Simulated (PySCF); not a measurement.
# [IrCl2]+: singlet, from a bent start

Aim: relax [IrCl2]+ as a singlet from a bent start, check by its vibrations whether the end is a minimum, and collect its spectrum and constants.

Method: PBE0, basis Ir def2-TZVP with ECP60, Cl def2-TZVP, scalar-relativistic core potentials, no spin–orbit coupling, density fitting; program: PySCF 2.14.0.

## 1. The system as given

3 atoms, charge 1, spin multiplicity 1.

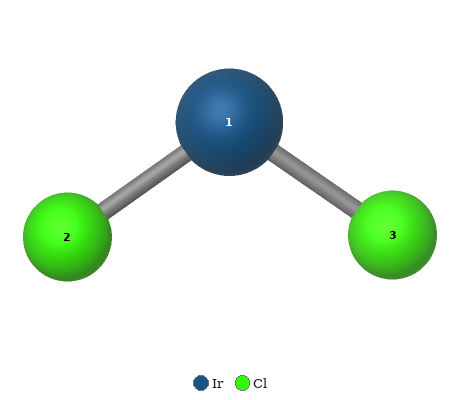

Start geometry, drawn with iridium blue, chlorine green; atoms are numbered from 1 in the order of the file.

```xyz
3
charge 1 multiplicity 1
Ir    0.0000    0.0000   -0.3305
Cl    1.7741    0.0000    0.9118
Cl   -1.7741    0.0000    0.9118
```

## 2. Relaxing the singlet from the bent start

One driver script runs all steps and calls PySCF; scf.py shows how it sets up the SCF of each step. The optimiser is the driver's own. Before each start the driver seeks the lowest SCF state from one or more starting densities and follows internal instabilities, so scf.py alone need not reach the same state.

The program finds C2v symmetry in the start, which this walk keeps.

scf.py reads:

```python
from pyscf import gto, scf, dft
mol = gto.M(atom='''
Ir     0.000000     0.000000    -0.330481
Cl     1.774100    -0.000000     0.911819
Cl    -1.774100     0.000000     0.911819''',
    basis={'Ir': 'def2-TZVP', 'Cl': 'def2-TZVP'},
    ecp={'Ir': 'def2-TZVP'},
    charge=1, spin=0)
mf = dft.RKS(mol, xc='PBE0')
mf.grids.atom_grid = (50, 194)
aux = {'Ir': 'def2-universal-JKFIT', 'Cl': 'def2-universal-JKFIT'}
mf = mf.density_fit(auxbasis=aux)
mf.kernel()
```

Steps of the walk:

| step | energy (Eh) | change (kJ/mol) | largest symmetric gradient (Eh/bohr) |
| --- | --- | --- | --- |
| 0 | -1024.094647 | 0.00 | 0.04563 |
| 1 | -1024.101742 | -18.63 | 0.01231 |
| 2 | -1024.103928 | -24.37 | 0.00588 |
| 3 | -1024.106749 | -31.78 | 0.00662 |
| 4 | -1024.106943 | -32.28 | 0.00288 |
| 5 | -1024.107007 | -32.45 | 0.00043 |
| 6 | -1024.107006 | -32.45 | 0.00022 |

The walk took 24 s on 4 threads, shared host.

Positions (Å) and forces (eV/Å) along the way:

```
step 0
Ir   0.000   0.000  -0.330   0.000   0.000   2.346
Cl   1.774   0.000   0.912  -1.267   0.000  -1.173
Cl  -1.774   0.000   0.912   1.267   0.000  -1.173
step 1
Ir   0.000   0.000  -0.254   0.001   0.000   0.633
Cl   1.761   0.000   0.873   0.040   0.000  -0.317
Cl  -1.761   0.000   0.873  -0.041   0.000  -0.316
step 3
Ir   0.000   0.000  -0.017   0.000   0.000   0.334
Cl   1.934   0.000   0.755  -0.340   0.000  -0.167
Cl  -1.934   0.000   0.755   0.341   0.000  -0.167
step 6
Ir   0.000   0.000   0.015   0.000   0.000  -0.006
Cl   1.937   0.000   0.739   0.011   0.000   0.003
Cl  -1.937   0.000   0.739  -0.011   0.000   0.003
```

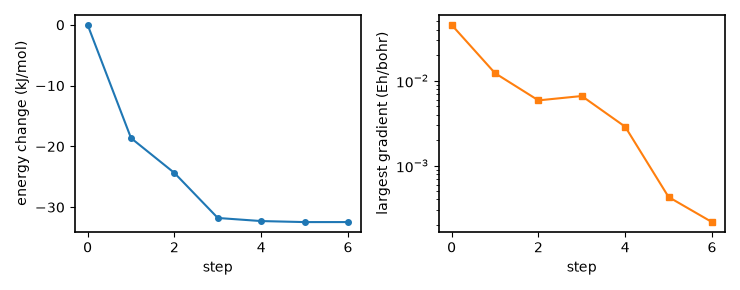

Energy and largest gradient along the walk.

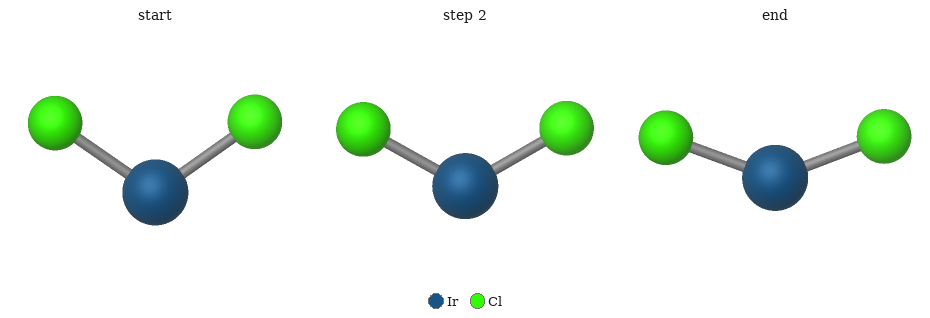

Start and end of the relaxation, with a step between.

After 6 steps and 32.4 kJ/mol it ends at C2v: Ir–Cl 2.068 Å (×2); Cl–Ir–Cl 139.0°.

## 3. Frequencies

The point is checked on the finer grid, and tightened if its gradient asks for it. The Hessian and the dipole derivatives come from central differences of analytic gradients, with steps of 0.01 bohr.

Edit scf.py of step 2 so:

```diff
@@ -3,3 +3,3 @@
-Ir     0.000000     0.000000    -0.330481
-Cl     1.774100    -0.000000     0.911819
-Cl    -1.774100     0.000000     0.911819''',
+Ir     0.000000    -0.000000    -0.185086
+Cl     1.940996    -0.000000     0.527854
+Cl    -1.940996     0.000000     0.527854''',
@@ -10 +10 @@
-mf.grids.atom_grid = (50, 194)
+mf.grids.atom_grid = (75, 302)
```

This SCF starts from the last density.

SCF at the final geometry:

```text
init E= -1024.10686017266
  HOMO = -0.519198112817327  LUMO = -0.438598370565477  gap/eV = 2.19323
cycle= 1 E= -1024.10686017155  delta_E= 1.11e-09  |g|= 6.46e-05  |ddm|= 7.53e-05
  HOMO = -0.519204721435763  LUMO = -0.438603883150775  gap/eV = 2.19326
cycle= 2 E= -1024.10686016227  delta_E= 9.28e-09  |g|= 0.000188  |ddm|= 0.000216
  HOMO = -0.519199260062983  LUMO = -0.438599331624586  gap/eV = 2.19324
cycle= 3 E= -1024.10686017279  delta_E= -1.05e-08  |g|= 8.69e-06  |ddm|= 0.000159
  HOMO = -0.519199685194815  LUMO = -0.438599685820771  gap/eV = 2.19324
cycle= 4 E= -1024.1068601728  delta_E= -1.64e-11  |g|= 1.46e-07  |ddm|= 6.25e-06
  HOMO = -0.519199676596636  LUMO = -0.43859967737462  gap/eV = 2.19324
Extra cycle  E= -1024.10686017281  delta_E= -4.09e-12  |g|= 1.7e-07  |ddm|= 2.08e-07
converged SCF energy = -1024.10686017281
```

The whole step took 46 s.

Geometry: C2v; Ir–Cl 2.068 Å (×2); Cl–Ir–Cl 139.7°.

Modes, for the most abundant isotopes:

```json
{"symmetry": "a1", "ω (cm⁻¹)": "83", "IR (km/mol)": "0.0", "μ (u)": "43.04", "type": "bend"}
{"symmetry": "a1", "ω (cm⁻¹)": "489", "IR (km/mol)": "5.5", "μ (u)": "36.06", "type": "stretch"}
{"symmetry": "b2", "ω (cm⁻¹)": "509", "IR (km/mol)": "49.8", "μ (u)": "43.61", "type": "stretch"}
```

No imaginary mode, so this is a minimum.

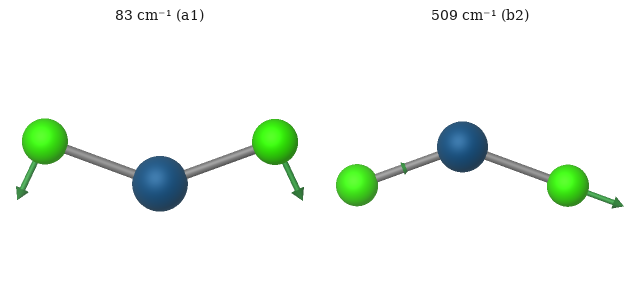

How the atoms move in 2 of the modes.

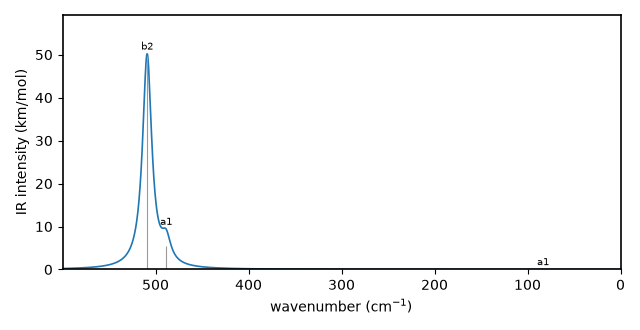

The harmonic infrared spectrum (widths in cm⁻¹). Lines are broadened to a width of 12 cm⁻¹ (Lorentzian).

Properties at this point:

```
Dipole moment about the centre of mass                          : 0.70 D
Highest occupied level                                          : -14.13 eV
Lowest empty level                                              : -11.93 eV
Rotational constants                                            : 0.6461, 0.06398, 0.05821 cm⁻¹
Zero-point energy                                               : 6.5 kJ/mol
Principal polarisabilities                                      : 34.8, 40.6, 94.7 bohr³
Principal traceless quadrupole moments about the centre of mass : -8.98, -6.60, 15.58 D Å
Entropy at 298.15 K and 1 bar                                   : 302.9 J/(mol K)
Heat capacity Cp at 298.15 K                                    : 51.9 J/(mol K)
Enthalpy at 298.15 K above 0 K                                  : 13.11 kJ/mol
Rotational symmetry number                                      : 2
```

Charges (e) and bond orders:

```
 atom  Mulliken  Löwdin  polar tensor  Mayer order to Ir1
  Ir1      0.79    0.12          1.24                   –
Cl2,3      0.10    0.44         -0.12                1.66
```

Outer orbital energies (eV). occupied: -19.05, -18.36, -17.35, -17.13, -17.09, -14.59, -14.49, -14.13; empty: -11.93, -11.22, -6.56, -4.66.

Mulliken populations on Ir1 (outside its core potential): s 2.82, p 6.19, d 7.16, f 0.03.

## 4. Stability of the closed shell

At the lowest minimum the closed shell is tested against spin polarisation, on the (50, 194) grid. It is unstable: an open-shell solution lies lower. That solution was not followed to a minimum here.

## 5. Summary of results

```
                            quantity                                                            value
                             minimum  singlet, C2v (closed shell, unstable towards spin polarisation)
                            geometry                              Ir–Cl 2.068 Å (×2); Cl–Ir–Cl 139.7°
                  wavenumbers (cm⁻¹)                                      83 (a1), 489 (a1), 509 (b2)
      dipole moment (centre of mass)                                                           0.70 D
highest occupied, lowest empty level                                                -14.13, -11.93 eV
          polar-tensor charge of Ir1                                                          +1.24 e
                   zero-point energy                                                       6.5 kJ/mol
```

What this shows: The bent start keeps its C2v symmetry and ends in a minimum. In the infrared the band at 509 cm⁻¹ (b2, stretch) leads. Other starts or spin states, not run here, may lie lower. Take wavenumbers under 90 cm⁻¹ as rough. Spin polarisation would lower this closed shell, so its numbers describe a constrained state. Spin–orbit coupling, left out here, can matter for elements this heavy.

The search up to here took 84 s.
